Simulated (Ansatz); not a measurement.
**Dielectric response of BaTiO3 (001), BaO faces films**

How well do thin perovskite BaTiO3 (001), BaO faces films screen a perpendicular field?

Main program and level: Ansatz 0.2.0; plane-wave DFT, PBE, Ansatz PAW, in the first sound run; inputs show where later runs differ.

## Step 1: Set-up

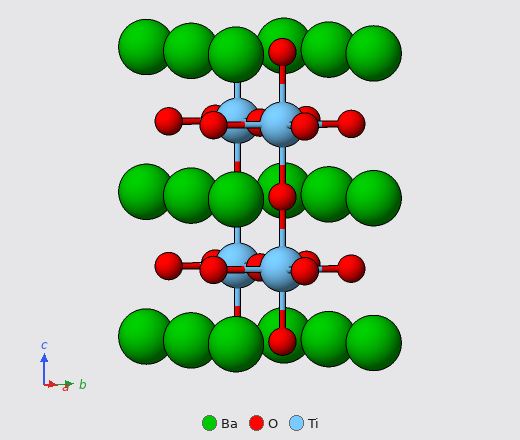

The cell as given, from the side, with the c axis up (barium green, oxygen red, titanium blue). 2×1×1 cells are drawn. Some periodic images of atoms are drawn too.

The cell holds 12 atoms: 3 Ba, 7 O and 2 Ti. Cell: a = 4.000 Å, b = 4.000 Å, c = 26.000 Å, α = 90.0°, β = 90.0°, γ = 90.0°. It derives from BaTiO3 (perovskite BaTiO3). Vacuum lies along c.

## Step 2: Relaxing the slab, 12 atoms, units 2

The structure is relaxed first, because levels and dipoles at a surface follow the positions of the outer atoms.

Contents of input.yaml:

```yaml
crystal:
  lattice:
    - [4.0, 0.0, 0.0]
    - [0.0, 4.0, 0.0]
    - [0.0, 0.0, 26.0]
  atoms:
    - { symbol: Ba, position: [0.0, 0.0, 0.3461538462] }
    - { symbol: O, position: [0.5, 0.5, 0.3461538462] }
    - { symbol: Ti, position: [0.5, 0.5, 0.4230769231] }
    - { symbol: O, position: [0.0, 0.5, 0.4230769231] }
    - { symbol: O, position: [0.5, 0.0, 0.4230769231] }
    - { symbol: Ba, position: [0.0, 0.0, 0.5] }
    - { symbol: O, position: [0.5, 0.5, 0.5] }
    - { symbol: Ti, position: [0.5, 0.5, 0.5769230769] }
    - { symbol: O, position: [0.0, 0.5, 0.5769230769] }
    - { symbol: O, position: [0.5, 0.0, 0.5769230769] }
    - { symbol: Ba, position: [0.0, 0.0, 0.6538461538] }
    - { symbol: O, position: [0.5, 0.5, 0.6538461538] }
kpoints:
  mp_grid: { grid: [8, 8, 1] }
hamiltonian:
  xc: pbe
scf:
  occupations: { method: fixed }
  convergence: { dr2_threshold: 1.0e-09 }
efield:
  axis: 3
  dipole_correction: true
  ramp_position: 0.97
  ramp_width: 0.06
relax:
  f_tol: 0.003
  max_steps: 100
output:
  eigenvalues: true
  write_potential: true
  write_density: true
  volumetric_format: npy
```

The run is started by

```bash
$ ansatz run input.yaml --threads 4 --pin off --max-ram 12288MiB --backend cpu --events-out ev --progress --plain --runs-dir out
```

Numbers of over 12 decimals in the logs are rounded to 6 here.

Log:

```text
Engine: ansatz 0.2.0, aarch64-unknown-linux-gnu
Pseudopotentials: kind: paw
Pseudopotential: Ba, paw, valence charge 10, recommended cutoff 420 eV (normal), Ba.paw.azcp
Pseudopotential: O, paw, valence charge 6, recommended cutoff 420 eV (normal), O.paw.azcp
Pseudopotential: Ti, paw, valence charge 12, recommended cutoff 420 eV (normal), Ti.paw.azcp
Functional definition: PBE
  parameter kappa = 0.804
  parameter beta = 0.066725
  exchange = pbe_x(kappa = kappa, mu = beta*pi^2/3)
  correlation = pbe_c(beta = beta)
Crystal: 12 atoms, lattice volume = 416.000 Å³
Basis set: ecut = 420 eV, 8151 PW (Γ), exchange–correlation on 54×54×360 points (8 copies of the dense FFT grid, shifted against one another)
Bands: 60, of which v1, the nominal top of the filled ones, is band 48 counted from 1 (47 counted from 0)
Symmetry: 8 space group operations
k-points: 15 of 64
Non-local potential: Ba, projectors of the file, l = 0: 3, l = 1: 2, l = 2: 2, l = 3: 2
Non-local potential: O, projectors of the file, l = 0: 2, l = 1: 2, l = 2: 1
Non-local potential: Ti, projectors of the file, l = 0: 3, l = 1: 2, l = 2: 3, l = 3: 1
PAW form: soft (Blöchl's): semilocal exchange-correlation on the pseudo side does not see the compensation charge
PAW one-centre angular grid: Ba, 194 points (default); XC on 64 Gauss nodes
PAW one-centre angular grid: O, 110 points (default); XC on 64 Gauss nodes
PAW one-centre angular grid: Ti, 590 points (default); XC on 64 Gauss nodes
Initial density: superposition of atomic densities (neutral atoms: chi_scale 0, normalization atom), corrected by the library's trained network
Initial wavefunctions: pseudopotential atomic-orbital guess
Functional: x = pbe(κ = 0.804, μ = 0.219515), c = pbe(β = 0.066725)
SCF iter   1: F=—  HF=-26838.365707 eV  |F-HF|=—  |Δ(HF+E_count)|=         —  Δρ=1.27e-3  dr2=1.86e-2  ethr=1.77e-3  p=-0.000 e·Å  D=-8.69e-15 V/Å  ΔV_dip=0.00 eV  dr2_dipole=4.99e-10  V_vac-E_F(+/−)=3.25/3.25 eV  ⟨swp⟩=5.4  Hψ=3406  notcnv=0  defer=115
efield: sawtooth ramp at fractional position 0.9700 (set: `efield.ramp_position`, or a place that a band, a saddle search or an elastic batch's reference lends), width 0.0600; the density the first Hamiltonian is built on has a dipole p = -0.000 e·Å; the dipole correction subtracts the counter field D = -8.69e-15 V/Å, which shifts the + side's vacuum level by +0.00 eV against the − side's; the planar-averaged density in the ramp window peaks in size at 9.8e-6 e/Å³
preconditioner: auto → Resta (q_TF=auto, 2.137 Å⁻¹)  ε∞=3.2  [insulator: Δε(μ)=1.991 eV  Ē_g=10.498 eV  n_scr=60 (ndim 8)  ℏωp=15.7 eV  f_vac=0.566  ε∞_Penn≈3.2  vacuum switching on, ρ_ref=8.0e-3 e/Å³]
SCF iter   2: F=—  HF=-26838.366481 eV  |F-HF|=—  |Δ(HF+E_count)|=   7.74e-4  Δρ=1.42e-3  dr2=7.14e-3  ethr=1.94e-5  p=-0.000 e·Å  D=-4.59e-6 V/Å  ΔV_dip=0.00 eV  dr2_dipole=6.87e-10  V_vac-E_F(+/−)=3.21/3.21 eV  ⟨swp⟩=3.0  Hψ=1637  notcnv=0  defer=147
density mixer auto → msr1: gapped (density of states about μ 0.08 of a free-electron gas's, 60 screened modes)
SCF iter   3: F=—  HF=-26838.366079 eV  |F-HF|=—  |Δ(HF+E_count)|=   4.02e-4  Δρ=3.69e-4  dr2=1.11e-3  ethr=7.44e-6  p=-0.000 e·Å  D=-1.84e-6 V/Å  ΔV_dip=0.00 eV  dr2_dipole=3.16e-12  V_vac-E_F(+/−)=3.22/3.22 eV  ⟨swp⟩=2.3  Hψ=1347  notcnv=0  defer=150
SCF iter   4: F=—  HF=-26838.366851 eV  |F-HF|=—  |Δ(HF+E_count)|=   7.73e-4  Δρ=2.00e-4  dr2=1.93e-4  ethr=1.16e-6  p=0.000 e·Å  D=5.76e-9 V/Å  ΔV_dip=-0.00 eV  dr2_dipole=6.08e-12  V_vac-E_F(+/−)=3.20/3.20 eV  ⟨swp⟩=2.1  Hψ=1215  notcnv=0  defer=150
SCF iter   5: F=—  HF=-26838.366917 eV  |F-HF|=—  |Δ(HF+E_count)|=   6.52e-5  Δρ=9.56e-5  dr2=3.55e-5  ethr=2.01e-7  p=0.000 e·Å  D=5.19e-8 V/Å  ΔV_dip=-0.00 eV  dr2_dipole=4.67e-12  V_vac-E_F(+/−)=3.19/3.19 eV  ⟨swp⟩=2.0  Hψ=1496  notcnv=0  defer=144
SCF iter   6: F=—  HF=-26838.366941 eV  |F-HF|=—  |Δ(HF+E_count)|=   2.39e-5  Δρ=7.44e-5  dr2=2.35e-5  ethr=3.70e-8  p=-0.000 e·Å  D=-6.24e-7 V/Å  ΔV_dip=0.00 eV  dr2_dipole=2.00e-11  V_vac-E_F(+/−)=3.18/3.18 eV  ⟨swp⟩=2.0  Hψ=1395  notcnv=0  defer=118
SCF iter   7: F=—  HF=-26838.366938 eV  |F-HF|=—  |Δ(HF+E_count)|=   2.50e-6  Δρ=2.39e-5  dr2=2.49e-6  ethr=2.44e-8  p=-0.000 e·Å  D=-1.29e-7 V/Å  ΔV_dip=0.00 eV  dr2_dipole=3.15e-13  V_vac-E_F(+/−)=3.18/3.18 eV  ⟨swp⟩=2.0  Hψ=1157  notcnv=0  defer=105
SCF iter   8: F=—  HF=-26838.367157 eV  |F-HF|=—  |Δ(HF+E_count)|=   2.19e-4  Δρ=1.64e-5  dr2=1.06e-6  ethr=2.59e-9  p=-0.000 e·Å  D=-1.82e-7 V/Å  ΔV_dip=0.00 eV  dr2_dipole=2.94e-12  V_vac-E_F(+/−)=3.18/3.18 eV  ⟨swp⟩=2.0  Hψ=1454  notcnv=0  defer=95
SCF iter   9: F=—  HF=-26838.367157 eV  |F-HF|=—  |Δ(HF+E_count)|=   6.76e-8  Δρ=2.89e-6  dr2=2.66e-8  ethr=1.10e-9  p=-0.000 e·Å  D=-8.05e-9 V/Å  ΔV_dip=0.00 eV  dr2_dipole=1.75e-14  V_vac-E_F(+/−)=3.18/3.18 eV  ⟨swp⟩=2.0  Hψ=1373  notcnv=0  defer=96
SCF iter  10: F=—  HF=-26838.367157 eV  |F-HF|=—  |Δ(HF+E_count)|=   1.09e-7  Δρ=6.30e-7  dr2=1.38e-9  ethr=2.77e-11  p=-0.000 e·Å  D=-1.76e-8 V/Å  ΔV_dip=0.00 eV  dr2_dipole=1.08e-13  V_vac-E_F(+/−)=3.18/3.18 eV  ⟨swp⟩=2.3  Hψ=1523  notcnv=0  defer=96
iter 11 did not close the SCF: its close was put off until two iterations running show no level that it waits for move by more than its bar (scf_convergence_deferred on its scf_iter line)
SCF iter  11: F=-26838.367157 eV  HF=-26838.367157 eV  |F-HF|=3.97e-10  |Δ(HF+E_count)|=   3.64e-9  Δρ=3.91e-7  dr2=6.87e-10  ethr=1.04e-12  p=0.000 e·Å  D=7.62e-8 V/Å  ΔV_dip=-0.00 eV  dr2_dipole=1.41e-12  V_vac-E_F(+/−)=3.18/3.18 eV  ⟨swp⟩=21.2  Hψ=7375  notcnv=0
iter 12 did not close the SCF: its close was put off until two iterations running show no level that it waits for move by more than its bar (scf_convergence_deferred on its scf_iter line)
SCF iter  12: F=-26838.367157 eV  HF=-26838.367157 eV  |F-HF|=3.20e-10  |Δ(HF+E_count)|=  1.78e-10  Δρ=2.49e-7  dr2=3.33e-10  ethr=1.00e-12  p=-0.000 e·Å  D=-8.05e-8 V/Å  ΔV_dip=0.00 eV  dr2_dipole=1.30e-12  V_vac-E_F(+/−)=3.18/3.18 eV  ⟨swp⟩=6.7  Hψ=5384  notcnv=0
SCF iter  13: F=-26838.367157 eV  HF=-26838.367157 eV  |F-HF|=7.64e-11  |Δ(HF+E_count)|=  2.55e-11  Δρ=8.59e-8  dr2=3.47e-11  ethr=1.00e-12  p=-0.000 e·Å  D=-9.07e-9 V/Å  ΔV_dip=0.00 eV  dr2_dipole=3.71e-14  V_vac-E_F(+/−)=3.18/3.18 eV  ⟨swp⟩=6.7  Hψ=4595  notcnv=0
SCF 1 converged in 13 iterations: F = -26838.367157 eV  dr2 = 3.47e-11
  greatest PAW one-centre occupation: 0.999 electrons in one spin orbital (limit 2), on the Ti atom at site 2 (counted from 0), in its partial waves of l = 0
[...]
SCF iter   1: F=—  HF=-26838.484138 eV  |F-HF|=—  |Δ(HF+E_count)|=         —  Δρ=7.57e-5  dr2=7.25e-5  ethr=2.21e-7  p=-0.000 e·Å  D=-3.99e-9 V/Å  ΔV_dip=0.00 eV  dr2_dipole=5.53e-16  V_vac-E_F(+/−)=3.26/3.26 eV  ⟨swp⟩=2.0  Hψ=1651  notcnv=0  defer=133
efield: sawtooth ramp at fractional position 0.9700 (set: `efield.ramp_position`, or a place that a band, a saddle search or an elastic batch's reference lends), width 0.0600; the density the first Hamiltonian is built on has a dipole p = -0.000 e·Å; the dipole correction subtracts the counter field D = -3.99e-9 V/Å, which shifts the + side's vacuum level by +0.00 eV against the − side's; the planar-averaged density in the ramp window peaks in size at 6.2e-7 e/Å³
preconditioner: auto → Resta (q_TF=auto, 2.137 Å⁻¹)  ε∞=3.2  [insulator: Δε(μ)=1.937 eV  Ē_g=10.621 eV  n_scr=60 (ndim 8)  ℏωp=15.7 eV  f_vac=0.569  ε∞_Penn≈3.2  vacuum switching on, ρ_ref=8.2e-3 e/Å³]
SCF iter   2: F=—  HF=-26838.484124 eV  |F-HF|=—  |Δ(HF+E_count)|=   1.38e-5  Δρ=5.27e-5  dr2=1.38e-5  ethr=7.55e-8  p=0.000 e·Å  D=2.24e-10 V/Å  ΔV_dip=-0.00 eV  dr2_dipole=7.92e-15  V_vac-E_F(+/−)=3.25/3.25 eV  ⟨swp⟩=2.0  Hψ=1297  notcnv=0  defer=63  κ⁻¹=1.0e0(r=1)
density mixer auto → broyden: gapped, where msr1 would fit the directions that read negative (density of states about μ 0.08 of a free-electron gas's, 60 screened modes)
SCF iter   3: F=—  HF=-26838.484124 eV  |F-HF|=—  |Δ(HF+E_count)|=   2.97e-7  Δρ=3.20e-5  dr2=5.59e-6  ethr=1.44e-8  p=0.000 e·Å  D=1.12e-8 V/Å  ΔV_dip=-0.00 eV  dr2_dipole=3.63e-14  V_vac-E_F(+/−)=3.25/3.25 eV  ⟨swp⟩=2.0  Hψ=1327  notcnv=0  defer=63  κ⁻¹=1.0e-1(r=2)
SCF iter   4: F=—  HF=-26838.484336 eV  |F-HF|=—  |Δ(HF+E_count)|=   2.13e-4  Δρ=8.88e-6  dr2=2.88e-7  ethr=5.83e-9  p=-0.000 e·Å  D=-1.22e-8 V/Å  ΔV_dip=0.00 eV  dr2_dipole=9.30e-17  V_vac-E_F(+/−)=3.25/3.25 eV  ⟨swp⟩=2.0  Hψ=1130  notcnv=0  defer=63  κ⁻¹=6.7e-3(r=3)
SCF iter   5: F=—  HF=-26838.484336 eV  |F-HF|=—  |Δ(HF+E_count)|=   2.15e-8  Δρ=4.13e-6  dr2=7.08e-8  ethr=3.00e-10  p=-0.000 e·Å  D=-1.63e-8 V/Å  ΔV_dip=0.00 eV  dr2_dipole=6.20e-16  V_vac-E_F(+/−)=3.25/3.25 eV  ⟨swp⟩=2.1  Hψ=1329  notcnv=0  defer=63  κ⁻¹=1.7e-3(r=4)
SCF iter   6: F=—  HF=-26838.484336 eV  |F-HF|=—  |Δ(HF+E_count)|=   3.74e-9  Δρ=1.83e-6  dr2=8.02e-9  ethr=7.37e-11  p=-0.000 e·Å  D=-1.36e-8 V/Å  ΔV_dip=0.00 eV  dr2_dipole=4.41e-15  V_vac-E_F(+/−)=3.25/3.25 eV  ⟨swp⟩=2.0  Hψ=1146  notcnv=0  defer=63  κ⁻¹=1.3e-4(r=5)
iter 7 did not close the SCF: its close was put off until two iterations running show no level that it waits for move by more than its bar (scf_convergence_deferred on its scf_iter line)
SCF iter   7: F=-26838.484336 eV  HF=-26838.484336 eV  |F-HF|=3.02e-10  |Δ(HF+E_count)|=   1.86e-9  Δρ=4.00e-7  dr2=4.06e-10  ethr=1.04e-12  p=0.000 e·Å  D=7.54e-10 V/Å  ΔV_dip=-0.00 eV  dr2_dipole=1.47e-16  V_vac-E_F(+/−)=3.25/3.25 eV  ⟨swp⟩=10.2  Hψ=6634  notcnv=0  κ⁻¹=5.4e-6(r=6)
iter 8 did not close the SCF: its close was put off until two iterations running show no level that it waits for move by more than its bar (scf_convergence_deferred on its scf_iter line)
SCF iter   8: F=-26838.484336 eV  HF=-26838.484336 eV  |F-HF|=1.75e-10  |Δ(HF+E_count)|=  3.17e-10  Δρ=1.33e-7  dr2=4.99e-11  ethr=1.00e-12  p=-0.000 e·Å  D=-1.14e-9 V/Å  ΔV_dip=0.00 eV  dr2_dipole=8.94e-16  V_vac-E_F(+/−)=3.25/3.25 eV  ⟨swp⟩=5.9  Hψ=5129  notcnv=0  κ⁻¹=8.3e-7(r=7)
SCF iter   9: F=-26838.484336 eV  HF=-26838.484336 eV  |F-HF|=3.27e-11  |Δ(HF+E_count)|=  1.67e-10  Δρ=6.95e-8  dr2=1.27e-11  ethr=1.00e-12  p=0.000 e·Å  D=2.62e-9 V/Å  ΔV_dip=-0.00 eV  dr2_dipole=6.74e-16  V_vac-E_F(+/−)=3.25/3.25 eV  ⟨swp⟩=6.8  Hψ=4586  notcnv=0
SCF 7 converged in 9 iterations: F = -26838.484336 eV  dr2 = 1.27e-11
relax step   7: F+E_penalty+E_count = -26838.48433606 eV  Δ(F+E_penalty+E_count) = -1.385e-5 eV  max|allowed force component| = 2.168e-3 eV/Å  Δτ_max = 0.0011 Å  (9 SCF iters, accepted)
WARN: The output density's exchange-correlation potential varies sharply where the density is thin. Do not read a vacuum level from v_tot or v_xc, or from such a field of the output density. On a cell that repeats whose density bears no net charge and no dipole along the vacuum's axis use v_es (v_loc + v_h of the components); under efield.dipole_correction with no amplitude use v_es + v_field, which holds any externa [...]
SCF converged after 9 iterations
Stability not checked: this state was not tested for a lower state beside it, because the mixer in use, unlike msr1, does not test its closes by its own steps (another_mixer; see scf.mixing.algorithm and scf.lower_state_search)
Free energy (F): -26838.484336 eV
Harris-Foulkes:  -26838.484336 eV  (|F-HF|=3.27e-11)
Internal energy: -26838.484336 eV  (E = F + TS)
E sigma→0 (E₀):  -26838.484336 eV
Fermi energy:    2.142745 eV
Dipole field:    D = -0.000000 V/Å  (p = -0.000000 e·Å, saw-weighted, corrected)
Work function:   Φ+ = 3.2543 eV   Φ− = 3.2542 eV
Levels:          The Fermi level and band energies are counted from a zero that moves with the ramp; work functions are not
--- Per-component energies (eV) ---
  E_band       = -1050.806473
  E_kinetic    = 2282.312656
  E_local      = -95738.807868  (includes V_loc(G=0)·N_el)
  E_nonlocal   = 511.709308
  E_hartree    = 46952.933728
  E_xc         = -1225.868753
  E_vxc        = -1323.379261  (∫ρ·V_xc dr)
  E_paw        = -18872.289382  (= ΣΔE_a)
  E_vpaw       = -688.526351  (= ΣTr[D̂ρ^β])
  E_aug_tail   = 0.017242  (compensation charges beyond the density's cutoff)
  E_efield     = 0.000000  (sawtooth field / dipole correction)
  E_vefield    = 0.000000  (∫n·V_field dr)
  E_ewald      = 39251.508733
  E_smearing   = -0.000000  (= −TS)
  E_closure    = 0.000000  (closes the sum)
  Σ components = -26838.484336   (vs F -26838.484336, Δ=0.00e0)
--- Forces (eV/Å), atoms counted from 1 ---
  atom   1  Ba     0.00000000     0.00000000     0.00171531
  atom   2  O     -0.00000000     0.00000000    -0.00053974
  atom   3  Ti     0.00000000     0.00000000     0.00216750
  atom   4  O      0.00000000     0.00000000    -0.00064724
  atom   5  O     -0.00000000     0.00000000    -0.00064724
  atom   6  Ba    -0.00000000     0.00000000    -0.00000007
  atom   7  O     -0.00000000     0.00000000    -0.00000007
  atom   8  Ti     0.00000000     0.00000000    -0.00216760
  atom   9  O     -0.00000000     0.00000000     0.00064729
  atom  10  O      0.00000000     0.00000000     0.00064729
  atom  11  Ba    -0.00000000     0.00000000    -0.00171535
  atom  12  O      0.00000000     0.00000000     0.00053997
  max |Σ_I F_I| component: 5.77e-8 eV/Å
--- Band table (eV; the first three rows and the last of 15) ---
  k-point 0: bands = [... 44 lower, 1.6417, 1.8326, 2.0989, 2.0989, 4.0797, 4.1281, 4.5697, 4.6565, ... 8 higher]
  k-point 1: bands = [... 44 lower, 1.5064, 1.7786, 2.0001, 2.0029, 4.3783, 4.4140, 4.7080, 4.7741, ... 8 higher]
  k-point 2: bands = [... 44 lower, 1.3360, 1.7951, 1.8977, 2.0385, 4.8538, 5.0010, 5.0281, 5.1041, ... 8 higher]
  k-point 14: bands = [... 44 lower, 1.9525, 1.9702, 2.1397, 2.1397, 6.0947, 6.0947, 6.2397, 6.3310, ... 8 higher]
--- Relaxed structure (7 steps of the walk, 6 accepted, 0 SCFs on fresh bases) ---
  F+E_penalty+E_count = -26838.48433606 eV   max|allowed force component| = 2.168e-3 eV/Å
  atoms:
    - { symbol: Ba, position: [0, 0.0, 0.348243] }
    - { symbol: O, position: [0.5, 0.5, 0.346400] }
    - { symbol: Ti, position: [0.5, 0.5, 0.420411] }
    - { symbol: O, position: [0, 0.5, 0.420982] }
    - { symbol: O, position: [0.5, 0.0, 0.420982] }
    - { symbol: Ba, position: [0, 0.0, 0.500000] }
    - { symbol: O, position: [0.5, 0.5, 0.500000] }
    - { symbol: Ti, position: [0.5, 0.5, 0.579589] }
    - { symbol: O, position: [0, 0.5, 0.579018] }
    - { symbol: O, position: [0.5, 0.0, 0.579018] }
    - { symbol: Ba, position: [0, 0.0, 0.651757] }
    - { symbol: O, position: [0.5, 0.5, 0.653600] }
```

It took 1.7 min on 4 threads of Arm Neoverse V1, shared host; peak memory 1 GiB.

The steps of the relaxation:

```tsv
step	energy less that of the first step (eV)	largest force component (eV/Å)
1	0.0000	0.9917
2	0.1269	1.3964
3	-0.0966	0.4451
4	-0.1127	0.2127
5	-0.1139	0.1079
6	-0.1172	0.0069
7	-0.1172	0.0022
```

Relaxation step 2 was tried and not accepted.

Forces are held to the 8 operations that the run works with; a distortion that breaks them can't arise in this run.

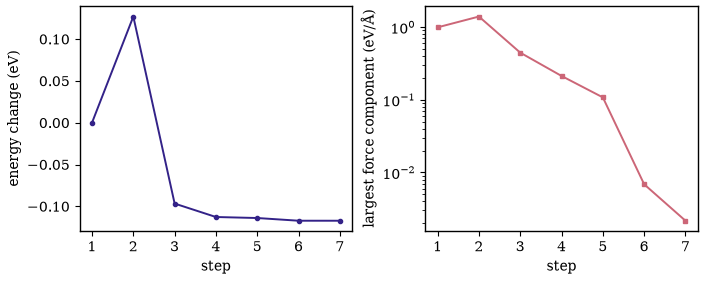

Energy and largest force along the relaxation.

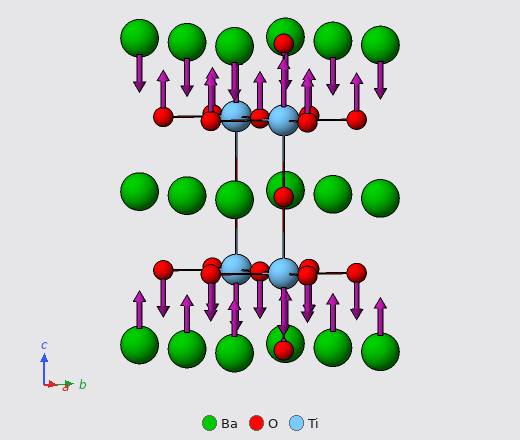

Displacements in the relaxation, exaggerated; the longest in the cell stands for 0.07 Å. 2×1×1 cells are drawn. Some periodic images of atoms are drawn too.

The atoms that moved most (Å):

```tsv
atom	dx	dy	dz	length
Ti3	0.000	0.000	-0.069	0.069
Ti8	0.000	0.000	0.069	0.069
O5	0.000	0.000	-0.054	0.054
O4	0.000	0.000	-0.054	0.054
O10	0.000	0.000	0.054	0.054
O9	0.000	0.000	0.054	0.054
Ba1	0.000	0.000	0.054	0.054
Ba11	0.000	0.000	-0.054	0.054
```

Numbers from this step:

| Item | Value |
| --- | --- |
| gap on the k-mesh | 1.937 eV |
| dipole along the normal | -4.96e-8 e·Å |
| ionisation energy, upper face | 3.254 eV |
| electron affinity, upper face | 1.317 eV |

Running mean over 4 Å of the planar mean; the ramp of the sawtooth is left out. Electron's electrostatic potential energy less the highest filled level against z:

```tsv
z (Å)	electron's electrostatic potential energy less the highest filled level (eV)
4	3.25
6	3.08
8	-1.11
10	-4.92
12	-4.63
14	-4.63
16	-4.92
18	-1.11
20	3.08
22	3.25
```

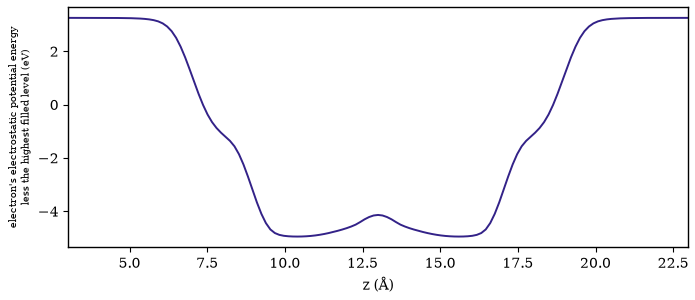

Electron's electrostatic potential energy less the highest filled level, plotted against z.

The relaxation took 7 steps and lowered the energy by 0.12 eV; the largest force on the free atoms ends at 0.0022 eV/Å.

The gap is 1.94 eV, with the valence edge 3.25 eV and the conduction edge 1.32 eV under the upper vacuum level.

[end of part 1 of 4]

[Logs are printed without paths, hosts, clocks, repeated set-up lines and the standing remarks that a program may print on its own settings, such as how far it seeks lower states.]

[Hosts, paths, dates, database ids (printed as entryN), source tags and the programs' standing remarks are cut or masked in the printed files.]

[Maps of the electrostatic potential energy from Ansatz leave out the sawtooth potential of an applied field or a dipole correction, so their vacuum need not be flat; planar profiles and work functions include it.]
